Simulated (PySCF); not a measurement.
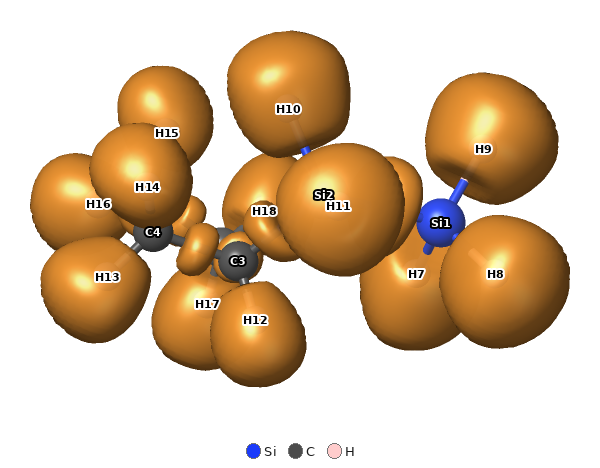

Figure 1: C4H12Si2. Isosurface of the ELF at 0.8 (orange), seen from one side. Only the valence region is drawn (cores and ρ < 0.01 e/Å³ removed).

Geometry: GFN2-xTB, MD frame at 250 fs, 300 K.

Level of theory: PySCF 2.14.0, PBE0/pcSseg-1, SCF density, gas phase, non-relativistic.

```xyz
18

Si    2.7955   -0.2604    0.9835
Si    0.6511   -1.0884    1.0632
C    -0.2801   -0.7927   -0.5496
C    -1.8164   -0.9126   -0.4734
C    -1.8187    0.6256   -0.3164
C    -0.3650    0.7601   -0.8314
H     2.8532    0.6879   -0.2350
H     3.7614   -1.3127    0.7091
H     3.1756    0.5882    2.1787
H    -0.3139   -0.4688    2.1265
H     0.6912   -2.5374    1.3444
H     0.2280   -1.3694   -1.2725
H    -2.3497   -1.2756   -1.3478
H    -2.2582   -1.4489    0.3842
H    -1.8724    0.9023    0.7299
H    -2.5009    1.1698   -0.8650
H    -0.2456    0.9140   -1.8768
H     0.2155    1.4513   -0.1989
```

Question: Identify the bonds, lone pairs and shells in this picture.

Answer: The surface consists of four regions between bonded C–C atoms (shared pairs), one region between bonded C–Si atoms (shared pairs), one region between bonded Si–Si atoms (shared pairs) and twelve regions around hydrogen nuclei. Along the contacts the grid gives the following. C–C (1.54 Å): the ELF peaks at about 0.95 between the atoms: a shared electron pair. C–Si (1.89 Å): the ELF peaks at about 0.95 between the atoms: localised, covalent bonding.
